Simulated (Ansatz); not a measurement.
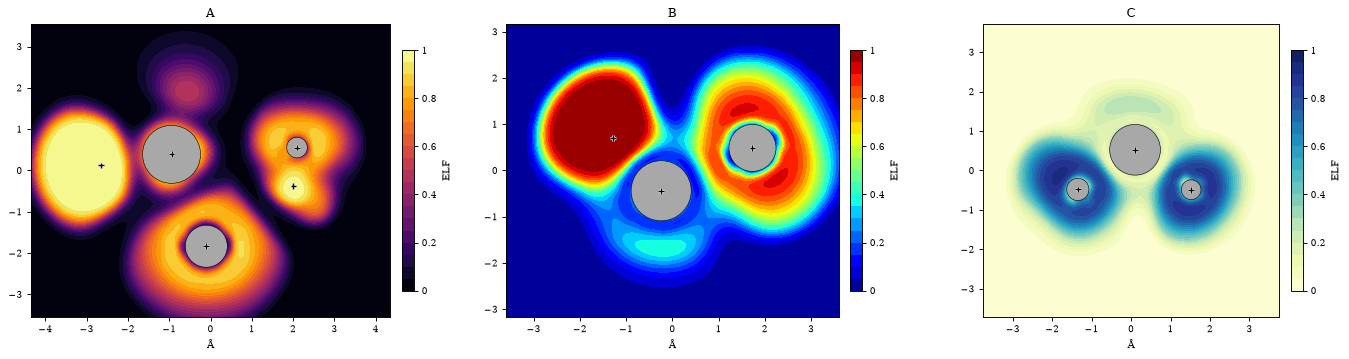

The ELF of 3 systems, each on a plane through atoms (crosses mark nuclei in the plane; grey discs cover the cores).

Method: RKS PBE/def2-SVP in Ansatz.

System 1: ClGeH3, the plane of atoms Cl2, Ge1 and H4. 

```xyz
5

Ge    0.0004    0.0000   -0.0218
Cl    0.0001    0.0000    2.1594
H     1.4759    0.0000   -0.4886
H    -0.7374    1.2778   -0.4888
H    -0.7374   -1.2778   -0.4888
```

System 2: F2GeH2O, the plane of atoms O3, Ge1 and F5. 

```csv
atom,x (Å),y (Å),z (Å)
Ge,-0.0601,-0.2133,-0.0770
F,0.0628,-0.2054,1.6646
O,1.5047,-0.6341,-0.7792
H,2.2217,-0.0505,-0.4646
F,-0.4580,1.4415,-0.4662
H,-1.1379,-1.1843,-0.5687
```

System 3: ClH5W···HF, the plane of atoms H7, W1 and Cl8. Core potentials replace the inner electrons of W; not at a stationary point (largest force 0.6 eV/Å).

```xyz
9

W     0.2264    0.2385   -0.4410
F     0.2371    0.2503    2.6012
H     1.3610   -0.6895    0.3642
H    -0.7204    1.3638    0.3548
H    -1.3801   -0.1517   -0.0444
H    -0.1387   -1.3724   -0.0393
H     0.3487    0.3538   -2.1565
Cl    1.8244    1.8524    0.2679
H     0.8836    0.9071    2.4608
```

Match each panel to its system.

Answer. Panel A is system 3, ClH5W···HF: the plane holds W, F, H and Cl. W1···F2 (3.04 Å): the ELF dips to about 0 between them. Panel B is system 1, ClGeH3: the plane holds Ge, Cl and H. Ge–Cl (2.18 Å): the ELF peaks at about 0.80 in the valence shell of Cl, 0.9 Å from its nucleus, and is about 0.60 at the midpoint. Panel C is system 2, F2GeH2O: the plane holds Ge, O and F. Ge–F (1.75 Å): the ELF peaks at about 0.80 in the valence shell of F, 0.5 Å from its nucleus, and is about 0.25 at the midpoint.
